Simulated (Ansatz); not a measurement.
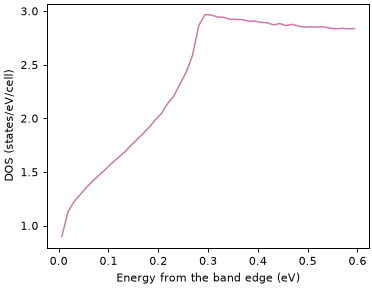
Figure: Density of states of LiCl (Fm-3m) below the valence band maximum, Ansatz (an electronic-structure program) with PBEsol, rigid bands; cell volume 32.5 Å³.

What effective density of states at 300 K does this give (∫ g(E) exp(−E/k_BT) dE, both spins, divided by the cell's size)?

8.8e20 cm⁻³, a density-of-states mass of 10.7 mₑ, valleys and band degeneracy included.

Spin-orbit coupling is left out; where it splits the top of the valence band, N_v and the p-type Seebeck coefficient come out somewhat high without it. Geometry: cell and atoms relaxed with PBEsol.
